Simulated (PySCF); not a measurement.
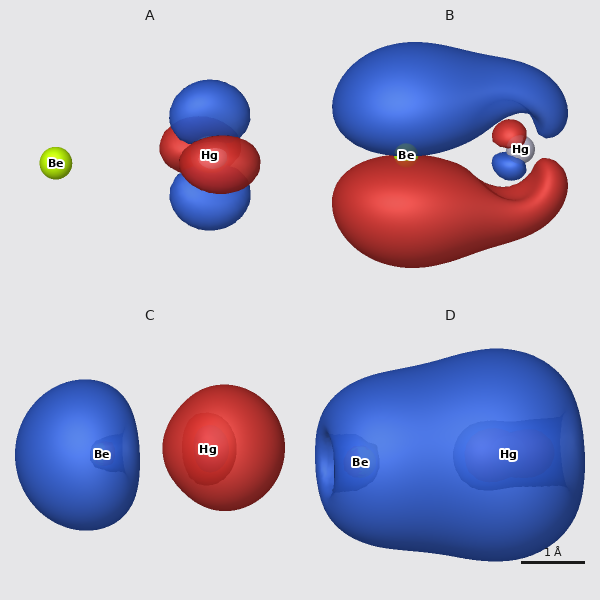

Figure 1: BeHg (charge +1, doublet). Four frontier α-spin orbitals, each drawn at the value that holds 80 % of its norm (blue and red are the two phases), in no order; of a degenerate pair one member is drawn.

Core potentials replace the inner electrons of Hg.

Method: PBE0/def2-SVPD, non-relativistic Hamiltonian with scalar-relativistic core potentials where named, at a bond length of 2.434 Å (PySCF).

Label each orbital by symmetry, say whether it is occupied, and order them by energy.

Orbital A: δ, occupied in this spin, −18.62 eV; almost wholly on Hg.
Orbital D: σ, occupied in this spin, −15.31 eV; shared between the atoms (Be 30 %, Hg 70 %).
Orbital C: σ, occupied in this spin, −12.08 eV; mainly on Be (70 %).
Orbital B: π, empty in this spin, −7.81 eV; mainly on Be (75 %).
